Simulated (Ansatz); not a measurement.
## Abstraction of F: C4H5F + SnH3 → C4H5 + SnH3F

Species: C4H5F `CC#CCF`, singlet; SnH3 `[SnH3]`, doublet; C4H5 `[CH2]C#CC`, doublet; SnH3F `[F][SnH3]`, singlet. A radical takes F: the energy is the difference in strength between the C–F bond broken and the Sn–F bond made.

Shapes, held fixed at every level: PBE0-D4/def2-TZVP. Programs: Ansatz 0.2.0. Electronic energies: no zero-point or thermal term.

```json
{"level": "HF/def2-SVP", "kind": "Hartree–Fock", "ΔE (kJ/mol)": "-79.0", "CPU time (sum over the molecules)": "–"}
{"level": "HF/def2-TZVPP", "kind": "Hartree–Fock", "ΔE (kJ/mol)": "-95.8", "CPU time (sum over the molecules)": "–"}
{"level": "SPW92/def2-TZVPP", "kind": "LDA", "ΔE (kJ/mol)": "-60.6", "CPU time (sum over the molecules)": "11 s"}
{"level": "r2SCAN-D4/def2-TZVPP", "kind": "meta-GGA", "ΔE (kJ/mol)": "-92.9", "CPU time (sum over the molecules)": "37 s"}
{"level": "PBE0-D4/def2-TZVPP", "kind": "global hybrid", "ΔE (kJ/mol)": "-74.9", "CPU time (sum over the molecules)": "29 s"}
{"level": "r2SCAN0-D4/def2-TZVPP", "kind": "global hybrid", "ΔE (kJ/mol)": "-86.9", "CPU time (sum over the molecules)": "43 s"}
{"level": "B2PLYP/def2-TZVPP", "kind": "double hybrid", "ΔE (kJ/mol)": "-77.1", "CPU time (sum over the molecules)": "28 s"}
```

B2PLYP/def2-TZVPP gives ΔE = -77.1 kJ/mol; the levels span -95.8 to -60.6. The median of the levels is -79.0. No measured value is set beside it here. Spin contamination: C4H5 (⟨S²⟩ up to 0.94). Open shells run unrestricted. For atoms past krypton def2 sets carry core potentials with scalar relativity. Outer-core shells of Sn are correlated, in sets that cover them unevenly. Times are processor times on shared x86 and Arm servers, and rough.

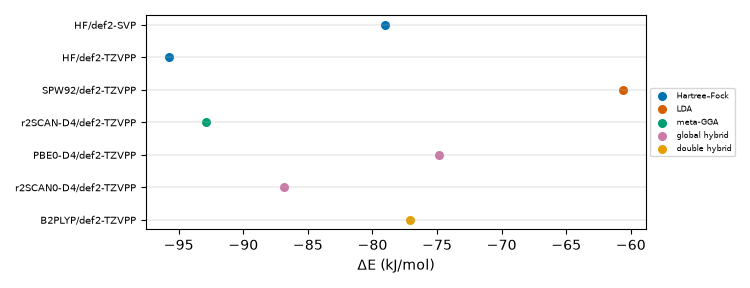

The values of the table, level by level.
